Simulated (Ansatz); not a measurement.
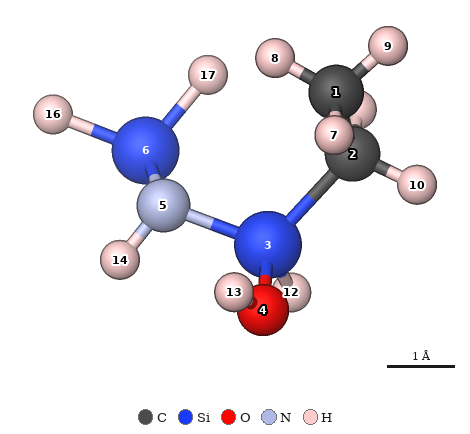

Fig. 1: The starting structure (ball-and-stick view, seen at a tilt; atoms are numbered from 1 in the order of the input).

## C₂H₁₁NOSi₂: geometry relaxation (part 1 of 2)

- system: C₂H₁₁NOSi₂
- method: RKS B3LYP-D4/6-31G (Ansatz 0.2.0)

It belongs to a series of runs on one base structure; here: end point B relaxed. Figures and captions count atoms from 1; the log counts them from 0 in places.

Output:
```
The last accepted step is kept in [file] (removed where the run ends without a failure and the disk answers)
Engine: ansatz 0.2.0, aarch64-unknown-linux-gnu
Functional definition: B3LYP
  parameter a0 = 0.2
  parameter ax = 0.72
  parameter ac = 0.81
  exchange = (1 - a0 - ax)*slater_x + ax*b88_x + a0*exact_x
  correlation = (1 - ac)*vwn_rpa_c + ac*lyp_c
1181 factors; integrals over basis functions are off by at most 1.8e-4 eV
mean field evaluation 1: about -21528.1342 eV, gradient 8.5e1 eV
mean field evaluation 2: about -21507.7315 eV, gradient 1.3e2 eV
mean field evaluation 4: about -21542.8354 eV, gradient 6.5e0 eV
mean field evaluation 8: about -21542.9250 eV, gradient 8.8e-2 eV
mean field -21542.92498880 eV, -791.6878910193 hartree, gradient 3.2e-5 eV, S^2 0.000000; 0 other end points of the search recorded, 0 dependent functions left out
the calculation of the forces begins
reference -21542.92526617 eV, -791.6879012126 hartree; 33, 33 occupied and 51, 51 virtual orbitals, 1181 factors
relax step   1: F+E_penalty+E_count = -21543.60605274 eV  Δ(F+E_penalty+E_count) = +0.000e0 eV  max|allowed force component| = 3.969e0 eV/Å  Δτ_max = 0.0000 Å  (25 SCF iters, accepted)
these checks for a lower state are left out or cut short: starts, cluster_reference, orbital_swaps, neighbouring_geometries, increment
1181 factors; integrals over basis functions are off by at most 1.8e-4 eV
mean field evaluation 16: about -21543.7612 eV, gradient 6.7e0 eV
mean field -21543.98960721 eV, -791.7270150242 hartree, gradient 2.4e-5 eV, S^2 0.000000; 0 other end points of the search recorded, 0 dependent functions left out
[... from here on the field's lines of each further geometry are left out, up to the last ...]
relax step   2: F+E_penalty+E_count = -21544.65234567 eV  Δ(F+E_penalty+E_count) = -1.046e0 eV  max|allowed force component| = 1.811e0 eV/Å  Δτ_max = 0.1955 Å  (28 SCF iters, accepted)
relax step   3: F+E_penalty+E_count = -21544.99208570 eV  Δ(F+E_penalty+E_count) = -3.397e-1 eV  max|allowed force component| = 1.037e0 eV/Å  Δτ_max = 0.1960 Å  (30 SCF iters, accepted)
relax step   4: F+E_penalty+E_count = -21545.05286170 eV  Δ(F+E_penalty+E_count) = -6.078e-2 eV  max|allowed force component| = 1.474e0 eV/Å  Δτ_max = 0.2000 Å  (29 SCF iters, accepted)
relax step   5: F+E_penalty+E_count = -21545.12113034 eV  Δ(F+E_penalty+E_count) = -6.827e-2 eV  max|allowed force component| = 4.165e-1 eV/Å  Δτ_max = 0.1640 Å  (28 SCF iters, accepted)
relax step   6: F+E_penalty+E_count = -21545.14867064 eV  Δ(F+E_penalty+E_count) = -2.754e-2 eV  max|allowed force component| = 1.473e-1 eV/Å  Δτ_max = 0.2000 Å  (28 SCF iters, accepted)
relax step   7: F+E_penalty+E_count = -21545.16304517 eV  Δ(F+E_penalty+E_count) = -1.437e-2 eV  max|allowed force component| = 2.037e-1 eV/Å  Δτ_max = 0.1940 Å  (29 SCF iters, accepted)
relax step   8: F+E_penalty+E_count = -21545.17024470 eV  Δ(F+E_penalty+E_count) = -7.200e-3 eV  max|allowed force component| = 1.973e-1 eV/Å  Δτ_max = 0.0852 Å  (29 SCF iters, accepted)
relax step   9: F+E_penalty+E_count = -21545.17956335 eV  Δ(F+E_penalty+E_count) = -9.319e-3 eV  max|allowed force component| = 1.797e-1 eV/Å  Δτ_max = 0.1275 Å  (28 SCF iters, accepted)
relax step  10: F+E_penalty+E_count = -21545.18402653 eV  Δ(F+E_penalty+E_count) = -4.463e-3 eV  max|allowed force component| = 2.515e-1 eV/Å  Δτ_max = 0.1199 Å  (28 SCF iters, accepted)
relax step  11: F+E_penalty+E_count = -21545.18663864 eV  Δ(F+E_penalty+E_count) = -2.612e-3 eV  max|allowed force component| = 3.613e-1 eV/Å  Δτ_max = 0.1088 Å  (29 SCF iters, accepted)
relax step  12: F+E_penalty+E_count = -21545.18938609 eV  Δ(F+E_penalty+E_count) = -2.747e-3 eV  max|allowed force component| = 2.776e-1 eV/Å  Δτ_max = 0.0395 Å  (30 SCF iters, accepted)
relax step  13: F+E_penalty+E_count = -21545.19298595 eV  Δ(F+E_penalty+E_count) = -3.600e-3 eV  max|allowed force component| = 7.978e-2 eV/Å  Δτ_max = 0.0881 Å  (29 SCF iters, accepted)
relax step  14: F+E_penalty+E_count = -21545.19542872 eV  Δ(F+E_penalty+E_count) = -2.443e-3 eV  max|allowed force component| = 8.632e-2 eV/Å  Δτ_max = 0.1217 Å  (29 SCF iters, accepted)
relax step  15: F+E_penalty+E_count = -21545.19697085 eV  Δ(F+E_penalty+E_count) = -1.542e-3 eV  max|allowed force component| = 1.265e-1 eV/Å  Δτ_max = 0.1002 Å  (29 SCF iters, accepted)
relax step  16: F+E_penalty+E_count = -21545.19907909 eV  Δ(F+E_penalty+E_count) = -2.108e-3 eV  max|allowed force component| = 1.096e-1 eV/Å  Δτ_max = 0.0669 Å  (30 SCF iters, accepted)
relax step  17: F+E_penalty+E_count = -21545.20254099 eV  Δ(F+E_penalty+E_count) = -3.462e-3 eV  max|allowed force component| = 1.204e-1 eV/Å  Δτ_max = 0.1638 Å  (29 SCF iters, accepted)
relax step  18: F+E_penalty+E_count = -21545.20448015 eV  Δ(F+E_penalty+E_count) = -1.939e-3 eV  max|allowed force component| = 1.468e-1 eV/Å  Δτ_max = 0.0941 Å  (29 SCF iters, accepted)
relax step  19: F+E_penalty+E_count = -21545.20680985 eV  Δ(F+E_penalty+E_count) = -2.330e-3 eV  max|allowed force component| = 1.031e-1 eV/Å  Δτ_max = 0.0644 Å  (31 SCF iters, accepted)
relax step  20: F+E_penalty+E_count = -21545.21023339 eV  Δ(F+E_penalty+E_count) = -3.424e-3 eV  max|allowed force component| = 7.142e-2 eV/Å  Δτ_max = 0.1189 Å  (29 SCF iters, accepted)
relax step  21: F+E_penalty+E_count = -21545.21246561 eV  Δ(F+E_penalty+E_count) = -2.232e-3 eV  max|allowed force component| = 1.189e-1 eV/Å  Δτ_max = 0.1453 Å  (29 SCF iters, accepted)
relax step  22: F+E_penalty+E_count = -21545.21399107 eV  Δ(F+E_penalty+E_count) = -1.525e-3 eV  max|allowed force component| = 9.450e-2 eV/Å  Δτ_max = 0.0751 Å  (29 SCF iters, accepted)
relax step  23: F+E_penalty+E_count = -21545.21610410 eV  Δ(F+E_penalty+E_count) = -2.113e-3 eV  max|allowed force component| = 4.299e-2 eV/Å  Δτ_max = 0.0827 Å  (29 SCF iters, accepted)
relax step  24: F+E_penalty+E_count = -21545.21827432 eV  Δ(F+E_penalty+E_count) = -2.170e-3 eV  max|allowed force component| = 8.172e-2 eV/Å  Δτ_max = 0.1757 Å  (28 SCF iters, accepted)
relax step  25: F+E_penalty+E_count = -21545.22014355 eV  Δ(F+E_penalty+E_count) = -1.869e-3 eV  max|allowed force component| = 6.579e-2 eV/Å  Δτ_max = 0.0831 Å  (29 SCF iters, accepted)
relax step  26: F+E_penalty+E_count = -21545.22225476 eV  Δ(F+E_penalty+E_count) = -2.111e-3 eV  max|allowed force component| = 5.659e-2 eV/Å  Δτ_max = 0.1338 Å  (28 SCF iters, accepted)
relax step  27: F+E_penalty+E_count = -21545.22292427 eV  Δ(F+E_penalty+E_count) = -6.695e-4 eV  max|allowed force component| = 6.524e-2 eV/Å  Δτ_max = 0.0930 Å  (29 SCF iters, accepted)
relax step  28: F+E_penalty+E_count = -21545.22362259 eV  Δ(F+E_penalty+E_count) = -6.983e-4 eV  max|allowed force component| = 3.675e-2 eV/Å  Δτ_max = 0.0297 Å  (23 SCF iters, accepted)
relax step  29: F+E_penalty+E_count = -21545.22319804 eV  Δ(F+E_penalty+E_count) = +4.245e-4 eV  max|allowed force component| = 8.337e-2 eV/Å  Δτ_max = 0.0102 Å  (25 SCF iters, rejected (line search))
relax step  30: F+E_penalty+E_count = -21545.22376595 eV  Δ(F+E_penalty+E_count) = -1.434e-4 eV  max|allowed force component| = 1.663e-2 eV/Å  Δτ_max = 0.0051 Å  (24 SCF iters, accepted)
the calculation of the forces begins
reference -21544.55114295 eV, -791.7476510820 hartree; 33, 33 occupied and 51, 51 virtual orbitals, 1181 factors
relax step  31: F+E_penalty+E_count = -21545.22379270 eV  Δ(F+E_penalty+E_count) = -2.675e-5 eV  max|allowed force component| = 4.877e-3 eV/Å  Δτ_max = 0.0074 Å  (22 SCF iters, accepted)
1181 factors; integrals over basis functions are off by at most 1.7e-4 eV
mean field evaluation 224: about -21530.3014 eV, gradient 8.3e1 eV
```

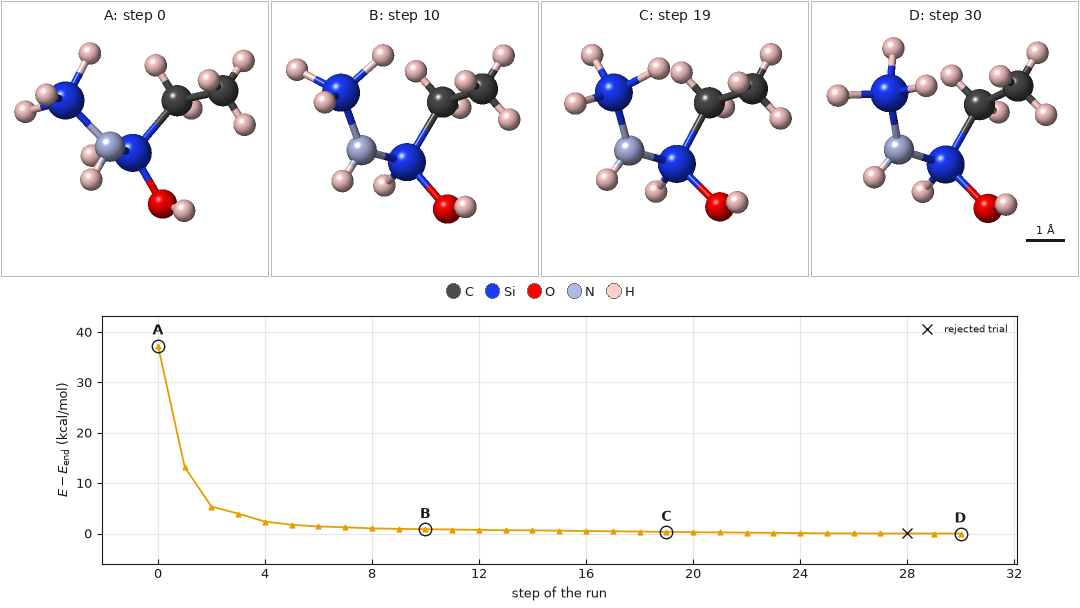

Fig. 2: Frames of the relaxation (ball-and-stick view, seen at a tilt) above the curves, on which the letters mark them (the first geometry is step 0 here and step 1 in the log).

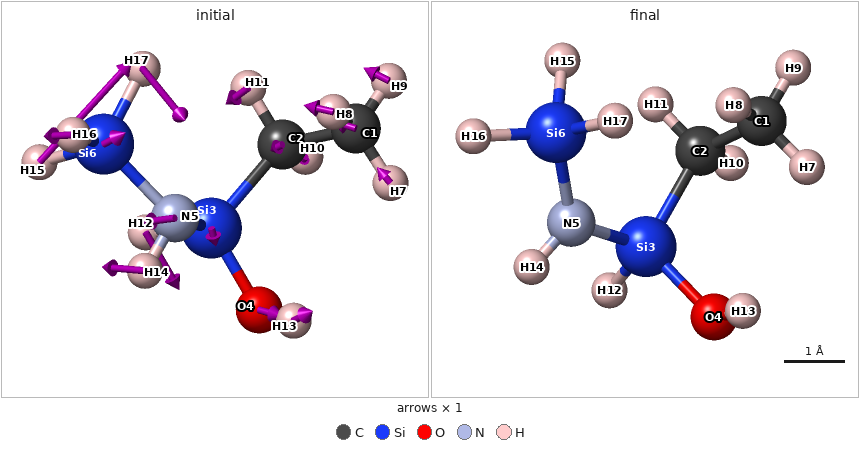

Fig. 3: Before (left) and after (right) the relaxation, at one scale (ball-and-stick view, seen at a tilt). The pink arrows give the displacements, at true length. After 30 geometry steps the energy has fallen by 37.3 kcal/mol. Largest force component: 4 eV/Å at the start, 0.0049 eV/Å at the end. The line search rejected the trial step at point 28 (counted from 0) and went back. H15 moves most after the best rigid fit: 2.33 Å. By element the largest moves are H 2.33 Å, N 0.78 Å, O 0.54 Å, Si 0.52 Å, C 0.44 Å. Distances before and after: Si3–O4 1.586 → 1.735 Å, Si3–N5 1.676 → 1.774 Å, N5–Si6 1.719 → 1.784 Å, C1–H9 1.046 → 1.096 Å. Among the angles that change: Si3–N5–Si6 111.4° → 129.8°, O4–Si3–H12 111.7° → 101.3°, O4–Si3–N5 102.7° → 112.9°. (Atoms are counted from 1 in the order of the input.)

```
mean field -21544.55085059 eV, -791.7476403381 hartree, gradient 2.7e-5 eV, S^2 0.000000; 1 other end points of the search recorded, 0 dependent functions left out
the calculation of the forces begins
reference -21544.55114295 eV, -791.7476510820 hartree; 33, 33 occupied and 51, 51 virtual orbitals, 1181 factors
Total energy: -21545.22408505 eV, -791.7723812483 hartree
Atom 0 at     1.694950    -0.759328    -0.633649 Å, force    -0.000516     0.000103    -0.000578 eV/Å
Atom 1 at     0.938324     0.513054    -1.065346 Å, force     0.001406     0.001375    -0.000791 eV/Å
Atom 2 at    -0.961099     0.352930    -0.993440 Å, force     0.001157    -0.000843     0.002279 eV/Å
Atom 3 at    -1.468059    -1.130509    -1.736059 Å, force    -0.002969    -0.004877    -0.002703 eV/Å
Atom 4 at    -1.484844     0.494451     0.695788 Å, force     0.000033     0.001901     0.001516 eV/Å
Atom 5 at    -0.523920     0.440250     2.198084 Å, force     0.000605    -0.000362     0.000110 eV/Å
Atom 6 at     1.401056    -1.616739    -1.250471 Å, force    -0.000844    -0.000813    -0.001237 eV/Å
Atom 7 at     1.500833    -1.019664     0.413687 Å, force    -0.000584    -0.000457     0.002487 eV/Å
Atom 8 at     2.778066    -0.630921    -0.741651 Å, force     0.000369     0.001503    -0.000567 eV/Å
Atom 9 at     1.201661     0.762754    -2.101271 Å, force     0.000126     0.000614    -0.000878 eV/Å
Atom 10 at     1.241861     1.371040    -0.451686 Å, force     0.001118     0.000452     0.000966 eV/Å
Atom 11 at    -1.678649     1.361465    -1.834322 Å, force     0.001439     0.000132     0.000509 eV/Å
Atom 12 at    -1.287093    -2.002729    -1.349455 Å, force     0.000598     0.001463     0.000099 eV/Å
Atom 13 at    -2.484020     0.605973     0.834878 Å, force    -0.000478    -0.000409     0.000386 eV/Å
Atom 14 at     0.701566     1.301085     2.079849 Å, force    -0.000470    -0.000334    -0.000804 eV/Å
Atom 15 at    -1.392774     0.951804     3.310920 Å, force    -0.000235     0.000170    -0.000418 eV/Å
Atom 16 at    -0.054138    -0.944387     2.565414 Å, force    -0.000755     0.000380    -0.000374 eV/Å
Dipole moment:     0.185272    -0.032169     0.345227 e Å
```

Trajectory as extended XYZ (Å, eV, eV/Å), 6 of the 31 frames kept, from step=1 to step=31:
```
17
Properties=species:S:1:pos:R:3:forces:R:3 step=1 energy=-21543.60605
C     1.6863   -1.2597   -0.8387   -2.1353   1.8458  -0.4240
C     1.0866    0.1975   -0.9910    0.8035  -0.3498   1.1455
Si   -0.7646    0.4142   -0.6658    3.9689   2.1985  -0.7270
O    -1.5888   -0.5053   -1.6612   -2.6446  -1.8772  -3.5308
N    -1.2250   -0.1673    0.8376   -2.6538  -0.6209   1.8521
Si   -0.7308    0.8928    2.0976    0.9107   0.3103   2.5063
H     1.1597   -1.9063   -1.5277    0.0423  -0.5464  -0.1838
H     1.5546   -1.5767    0.1633   -0.2512  -0.6545   1.1380
H     2.7107   -1.2127   -1.0457    1.7607  -0.1809  -0.5533
H     1.2909    0.5467   -1.9883    0.0555   0.3268  -0.7180
H     1.6526    0.8631   -0.3096   -0.1302  -0.0644  -0.2204
H    -1.1365    1.8254   -0.7975   -0.2951   0.6896  -0.3863
H    -1.6274   -1.4451   -1.5325   -0.2789  -1.0230  -0.2332
H    -2.2674   -0.1726    0.8773    0.6181  -0.9803  -0.0860
H    -1.2893    2.2378    1.8443   -0.1832   0.6170   0.1917
H    -1.1241    0.3488    3.4289   -0.1332   0.1416   0.1881
H     0.7363    0.9700    2.0503    0.5457   0.1678   0.0410
```
